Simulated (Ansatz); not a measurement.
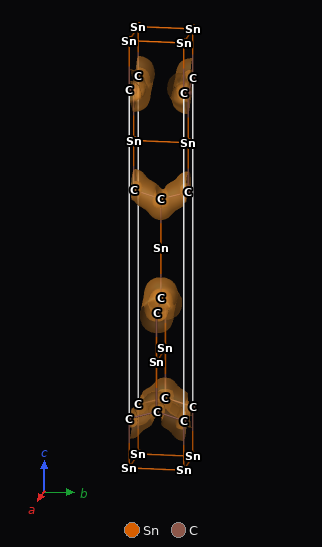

The picture shows: SnC2. Isosurface of the electron localisation function at 0.65 (orange), seen at an oblique angle. Core shells and regions of very low density are left out. Sticks mark near contacts.

Space group I4₁/amd; a structure generated by program, which may or may not match a known phase.

Level of theory: DFT PBE, scalar-relativistic, plane waves, PAW in Ansatz.

> What do the ELF domains correspond to?

At this value the surface marks out channels that run through the cell in one direction, counted in one cell of 12 atoms. Regions shared between cells count once. Profiles from the grid: C–C (1.42 Å): the ELF peaks at about 0.90 between the atoms. Sn–C (2.53 Å): the ELF peaks at about 0.85 in the valence shell of C, 0.7 Å from its nucleus, and is about 0.35 at the midpoint.
